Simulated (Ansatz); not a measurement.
**Rh (fcc type): how the settings move a single-point run**

Question: which choices in the input matter for Rh (fcc type)?

Computed with Ansatz 0.2.0 (reference: DFT, PBE, all-electron LAPW, scalar-relativistic, unless a step's input says otherwise).

2 further runs of the same task are left out: 1 that didn't finish, 1 set aside as unsound or not needed.

### 1 The system as given

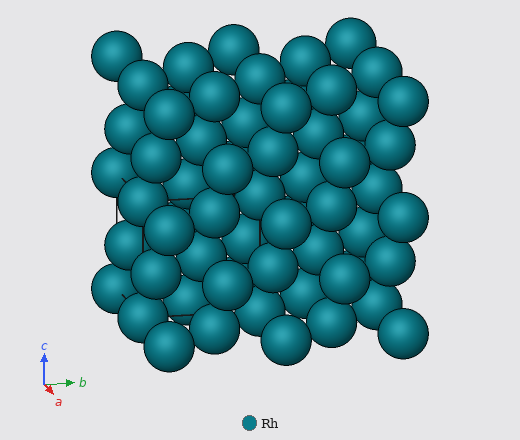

Start, viewed slightly off an axis; rhodium blue. 2×2×2 cells are drawn. Atoms on the faces are drawn again on the opposite ones. The cell drawn here is the conventional one.

As a file:

```
Rh
1.0
     0.00000    1.81401    1.81401
     1.81401    0.00000    1.81401
     1.81401    1.81401    0.00000
Rh
1
Direct
  0.00000 0.00000 0.00000
```

### 2 The reference run

The input, input.yaml:

```yaml
crystal:
  lattice:
    - [0.0, 1.8140109973, 1.8140109973]
    - [1.8140109973, 0.0, 1.8140109973]
    - [1.8140109973, 1.8140109973, 0.0]
  atoms:
    - { symbol: Rh, position: [0.0, 0.0, 0.0] }
kpoints:
  mp_grid: { grid: [17, 17, 17] }
scf:
  occupations: { method: fermi_dirac, width: 0.05 }
hamiltonian:
  xc: pbe
  pseudopotentials: { kind: all_electron, lapw: { basis_error: 0.001 } }
output:
  forces: true
  stress: true
  eigenvalues: true
  populations: true
```

Run with:

```
> ansatz run input.yaml --threads 1 --pin off --max-ram 2048MiB --backend cpu --events-out ev --progress --plain --runs-dir out
```

The main lines of its log:

```text
[...]
Basis set: ecut = 306.7963043864511 eV, 137 PW (Γ), exchange–correlation at level 2
[...]
k-points: 165 of 4913
[...]
SCF iter   1: F=—  HF=-130187.357852 eV  |F-HF|=—  |Δ(HF+E_count)|=         —  Δρ=4.14e-2  dr2=9.37e-2  ethr=3.45e-4  ⟨swp⟩=2.9  Hψ=19501  notcnv=0
preconditioner: auto → none  [metal: Δε(μ)=0.035 eV  Ē_g=15.455 eV  σ=0.050 eV  W_gap=0.17  n_scr=8 (ndim 8)  ℏωp=32.2 eV  f_vac=0.000  D(μ)=0.82/eV (n_scr^D=14)  sad-step TF]
[...]
SCF iter   2: F=—  HF=-130186.972519 eV  |F-HF|=—  |Δ(HF+E_count)|=   3.85e-1  Δρ=8.54e-3  dr2=5.74e-3  ethr=2.12e-5  ⟨swp⟩=2.0  Hψ=15161  notcnv=0
[...]
SCF iter   5: F=—  HF=-130186.952219 eV  |F-HF|=—  |Δ(HF+E_count)|=   1.05e-5  Δρ=1.11e-4  dr2=8.29e-7  ethr=3.64e-7  ⟨swp⟩=2.0  Hψ=8230  notcnv=0
SCF iter   6: F=-130186.952220 eV  HF=-130186.952220 eV  |F-HF|=1.14e-9  |Δ(HF+E_count)|=   4.69e-7  Δρ=4.18e-6  dr2=7.80e-10  ethr=3.07e-9  ⟨swp⟩=2.1  Hψ=8254  notcnv=0
[...]
SCF converged after 6 iterations
Free energy (F): -130186.952220 eV
[...]
E sigma→0 (E₀):  -130186.948985 eV
[...]
Fermi energy:    29.279569 eV
[...]
  P = ⅓ Tr σ = 63.2067 GPa (632.067 kbar)
[...]
```

Wall time 13 s (1 thread of Arm Neoverse V1, shared host); peak memory 0.34 GiB.

### 3 Changed: mixing.algorithm anderson, mixing.beta 0.05, mixing.ndim 4, accuracy medium

Edit input.yaml of step 2 so:

```diff
@@ -11,2 +11,3 @@
   occupations: { method: fermi_dirac, width: 0.05 }
+  mixing: { algorithm: anderson, beta: 0.05, ndim: 4 }
 hamiltonian:
@@ -19 +20,2 @@
   populations: true
+accuracy: medium
```

Run with:

```
> ansatz run input.yaml --threads 1 --pin off --max-ram 2048MiB --backend cpu --events-out ev --progress --plain --runs-dir out
```

Output:

```text
Rh: projections on atomic orbitals take those of the free atom 1s2 2s2 2p6 3s2 3p6 3d10 4s2 4p6 4d8 5s1, of charge +0.00 (hamiltonian.pseudopotentials.projection_atoms)
LAPW: plane waves up to 8.974 Å⁻¹, error target 1.0e-3 eV per atom; small_component_spin mean_spin; Rh in spheres of 1.283 Å, 27 of its electrons in bands, Dirac shells []
Engine: ansatz 0.2.0
Pseudopotentials: kind: all_electron
Pseudopotential: Rh, LAPW, valence charge 27, Koelling and Harmon's equation, gaussian nucleus
Functional definition: PBE
  parameter kappa = 0.804
  parameter beta = 0.06672455060314922
  exchange = pbe_x(kappa = kappa, mu = beta*pi^2/3)
  correlation = pbe_c(beta = beta)
Crystal: 1 atoms, lattice volume = 11.938 Å³
Basis set: ecut = 306.7963043864511 eV, 137 PW (Γ), exchange–correlation at level 2
Bands: 18, of which v1, the nominal top of the filled ones, is band 14 counted from 1 (13 counted from 0)
Symmetry: 48 space group operations
Space group: Fm-3m (ITA 225), of the structure as read, at distance tolerance 2.3e-5 Å
k-points: 165 of 4913
Non-local potential: Rh, projectors of the file, none
Initial density: superposition of atomic densities (chi_scale 0.1, normalization cell)
Initial wavefunctions: plane waves of lowest kinetic energy (no species holds an atomic orbital)
Functional: x = pbe(κ = 0.804, μ = 0.2195149727645171), c = pbe(β = 0.06672455060314922)
iter 1 solved again at ethr=3.45e-4 eV; its pass at ethr=1.00e-1 eV (dr2=9.32e-2 eV) is discarded
SCF iter   1: F=—  HF=-130187.357852 eV  |F-HF|=—  |Δ(HF+E_count)|=         —  Δρ=4.14e-2  dr2=9.37e-2  ethr=3.45e-4  ⟨swp⟩=2.9  Hψ=19501  notcnv=0
preconditioner: auto → Kerker (q_TF=auto, 3.126 Å⁻¹)  [metal: Δε(μ)=0.035 eV  Ē_g=15.455 eV  σ=0.050 eV  W_gap=0.17  n_scr=8 (ndim 4)  ℏωp=32.2 eV  f_vac=0.000  D(μ)=0.82/eV (n_scr^D=14)]
SCF iter   2: F=—  HF=-130187.272491 eV  |F-HF|=—  |Δ(HF+E_count)|=   8.54e-2  Δρ=3.81e-2  dr2=8.02e-2  ethr=3.45e-4  ⟨swp⟩=2.0  Hψ=8223  notcnv=0  κ⁻¹=1.0e0(r=1)
SCF iter   3: F=—  HF=-130186.961578 eV  |F-HF|=—  |Δ(HF+E_count)|=   3.11e-1  Δρ=1.14e-2  dr2=9.27e-3  ethr=2.97e-4  ⟨swp⟩=2.8  Hψ=8882  notcnv=0  κ⁻¹=4.3e-7(r=2)
SCF iter   4: F=—  HF=-130186.985257 eV  |F-HF|=—  |Δ(HF+E_count)|=         —  Δρ=1.22e-2  dr2=1.04e-2  ethr=3.43e-5  ⟨swp⟩=2.0  Hψ=8697  notcnv=0  κ⁻¹=4.3e-7(r=2)
the basis was enlarged: its passes take 260.0 KiB over the memory plan, 1 of 1 planned eigensolver slots
SCF iter   5: F=—  HF=-130186.952117 eV  |F-HF|=—  |Δ(HF+E_count)|=   3.31e-2  Δρ=4.60e-3  dr2=2.14e-3  ethr=3.43e-5  ⟨swp⟩=2.0  Hψ=8384  notcnv=0  κ⁻¹=1.0e-7(r=3)
SCF iter   6: F=—  HF=-130186.959157 eV  |F-HF|=—  |Δ(HF+E_count)|=   7.04e-3  Δρ=4.83e-3  dr2=1.89e-3  ethr=7.92e-6  ⟨swp⟩=2.1  Hψ=8246  notcnv=0  κ⁻¹=3.0e-6(r=3)
SCF iter   7: F=—  HF=-130186.952251 eV  |F-HF|=—  |Δ(HF+E_count)|=   6.91e-3  Δρ=1.54e-3  dr2=2.56e-4  ethr=6.98e-6  ⟨swp⟩=2.0  Hψ=8229  notcnv=0  κ⁻¹=1.1e-4(r=3)
SCF iter   8: F=—  HF=-130186.952262 eV  |F-HF|=—  |Δ(HF+E_count)|=   1.11e-5  Δρ=1.44e-3  dr2=2.29e-4  ethr=9.47e-7  ⟨swp⟩=2.0  Hψ=8230  notcnv=0  κ⁻¹=1.1e-3(r=3)
SCF iter   9: F=—  HF=-130186.952277 eV  |F-HF|=—  |Δ(HF+E_count)|=   1.54e-5  Δρ=1.35e-3  dr2=2.06e-4  ethr=8.47e-7  ⟨swp⟩=2.0  Hψ=7446  notcnv=0  κ⁻¹=1.1e-5(r=3)
iter 10 solved again at ethr=2.91e-8 eV; its pass at ethr=7.62e-7 eV (dr2=7.85e-6 eV) is discarded
SCF iter  10: F=—  HF=-130186.952221 eV  |F-HF|=—  |Δ(HF+E_count)|=   5.57e-5  Δρ=3.26e-4  dr2=7.84e-6  ethr=2.91e-8  ⟨swp⟩=2.0  Hψ=14150  notcnv=0  κ⁻¹=8.4e-4(r=3)
SCF iter  11: F=—  HF=-130186.952221 eV  |F-HF|=—  |Δ(HF+E_count)|=   1.02e-7  Δρ=3.13e-4  dr2=7.00e-6  ethr=2.90e-8  ⟨swp⟩=2.0  Hψ=8230  notcnv=0  κ⁻¹=3.1e-5(r=3)
SCF iter  12: F=—  HF=-130186.952220 eV  |F-HF|=—  |Δ(HF+E_count)|=   1.86e-6  Δρ=6.78e-5  dr2=2.55e-7  ethr=2.59e-8  ⟨swp⟩=2.0  Hψ=8230  notcnv=0  κ⁻¹=2.8e-5(r=3)
SCF iter  13: F=—  HF=-130186.952220 eV  |F-HF|=—  |Δ(HF+E_count)|=  8.00e-10  Δρ=6.45e-5  dr2=2.32e-7  ethr=9.43e-10  ⟨swp⟩=2.0  Hψ=8230  notcnv=0  κ⁻¹=6.6e-5(r=3)
SCF iter  14: F=-130186.952220 eV  HF=-130186.952220 eV  |F-HF|=9.92e-9  |Δ(HF+E_count)|=   2.81e-8  Δρ=3.16e-5  dr2=6.58e-8  ethr=8.60e-10  ⟨swp⟩=2.0  Hψ=8230  notcnv=0
SCF 1 converged in 14 iterations: F = -130186.952220 eV  dr2 = 6.58e-8
SCF converged after 14 iterations
Stability not checked: this state was not tested for a lower state beside it, because the mixer in use, unlike msr1, does not test its closes by its own steps (another_mixer; see scf.mixing.algorithm and scf.lower_state_search)
Free energy (F): -130186.952220 eV
Harris-Foulkes:  -130186.952220 eV  (|F-HF|=9.92e-9)
Internal energy: -130186.945750 eV  (E = F + TS)
E sigma→0 (E₀):  -130186.948985 eV
Entropy (-TS):   -0.006469 eV (-6.469 meV/atom)
Fermi energy:    29.279675 eV
--- Per-component energies (eV) ---
  E_band       = -2656.870057
  E_kinetic    = 135633.472147
  E_xc         = -3783.165115
  E_electrostatic = -262037.252782  (all electrons and nuclei)
  E_smearing   = -0.006469  (= −TS)
  E_closure    = 0.000000  (closes the sum)
  E_atoms      = -130180.026586  (free atoms, spherical and without spin; not in F)
  Σ components = -130186.952220   (vs F -130186.952220, Δ=0.00e0)
  Basis errors (estimates in eV, not in F): energy 2.1e-4 per atom: plane waves 1.6e-4 (1.2e-4 summed), levels above the bands 1.4e-180, relativity 7.1e-8, radial functions 4.4e-5, core shells 1.3e-6; eigenvalues (radial functions only) 6.6e-6; not estimated: angular momenta, meshes, grids; target (lapw.basis_error) 1.0e-3; muffin-tin radii Rh 1.283 Å
--- Forces (eV/Å), atoms counted from 1 ---
  atom   1  Rh     0.00000000     0.00000000     0.00000000
  max |Σ_I F_I| component: 7.89e-31 eV/Å
--- Stress (GPa, compression-positive) ---
       63.208125       0.000000      -0.000000
        0.000000      63.208125      -0.000000
       -0.000000      -0.000000      63.208125
  P = ⅓ Tr σ = 63.2081 GPa (632.081 kbar)
--- Band table (eV; the first three rows and the last of 165) ---
  k-point 0: bands = ["-267.8863", "-267.8863", "-267.8863", "-267.8601", "-267.8601", "-50.0981", "-17.3295", "-17.3295", "-17.3295", "20.2561", "25.4446", "25.4446", "25.4446", "28.0508", "28.0508", "44.7975", "50.9106", "50.9106"]
  k-point 1: bands = ["-267.8863", "-267.8863", "-267.8863", "-267.8601", "-267.8601", "-50.0912", "-17.3713", "-17.3349", "-17.3349", "20.4163", "25.3653", "25.5114", "25.5114", "28.0090", "28.0090", "45.0569", "50.1847", "51.1635"]
  k-point 2: bands = ["-267.8863", "-267.8863", "-267.8863", "-267.8601", "-267.8601", "-50.0715", "-17.4903", "-17.3505", "-17.3505", "20.8675", "25.1761", "25.6825", "25.6825", "27.9225", "27.9225", "45.7572", "48.6792", "51.8993"]
  k-point 164: bands = ["-267.8863", "-267.8863", "-267.8863", "-267.8601", "-267.8601", "-49.8242", "-18.1432", "-18.0699", "-17.7637", "23.0655", "24.3156", "24.8817", "27.7613", "30.4755", "39.1485", "40.5561", "42.1617", "43.6450"]
--- Löwdin populations: 1 site ---
  site symbol       q [e]
     0     Rh     44.9061
  spilling = 0.002086 (of n_electrons = 45.000000)
```

Wall time 21 s (1 thread of Arm Neoverse V1, shared host); peak memory 0.34 GiB.

The changed mixing doesn't alter the result here (within 0.5 meV/atom). Cost: 14 SCF cycles against 6, 21 s against 13 s.

### 4 Comparison

```
                                                                           run     ending  energy change  pressure (GPa)  gap (eV)  force (eV/Å)  cycles  time
                                                                     reference  converged              0            63.2      0.00          0.00       6  13 s
1: mixing.algorithm anderson, mixing.beta 0.05, mixing.ndim 4, accuracy medium  converged   0.0 meV/atom            63.2      0.00          0.00      14  21 s
```

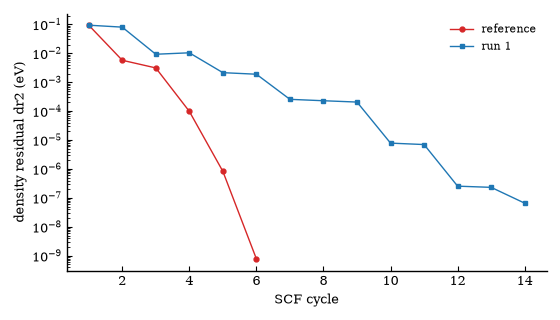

Residual by cycle in the longest SCF loop of each run; runs are numbered as in the table.

What this shows: Same state: the changed mixing leaves the energy within 0.5 meV/atom. Cost: 14 SCF cycles against 6, 21 s against 13 s. The structure is not at rest: the sound run finds 63 GPa, so these are no properties of the relaxed crystal. 
